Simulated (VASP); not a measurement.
Energy against volume of GaAs (zinc blende). All values below come from PW91 GGA, VASP's PBE PAW potentials (set 64) (plane waves; VASP).

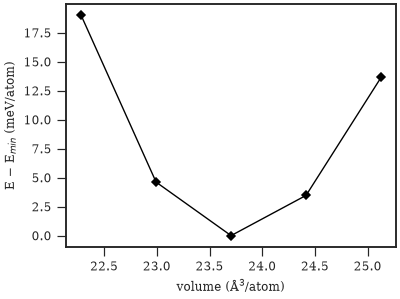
Figure: Energy against volume

Estimate the equilibrium volume and the bulk modulus.

The minimum lies near 23.7 Å³/atom, and the curvature gives B0 of about 60 GPa.

Measured: bulk modulus 76.7 GPa at 0 K (computed value off by -21.5 %), as given by Daniel Mejia-Rodriguez et al., Physical Review B (2018), arXiv:1807.09216 [0 K value with the zero-point phonon effect removed]; a 5.640 Å at 0 K (computed value off by +1.9 %), as given by Daniel Mejia-Rodriguez et al., Physical Review B (2018), arXiv:1807.09216 [static lattice: zero-point anharmonic expansion removed].

The compound is GaAs in the zinc blende structure. It was relaxed first, which changed the volume by +5 %.
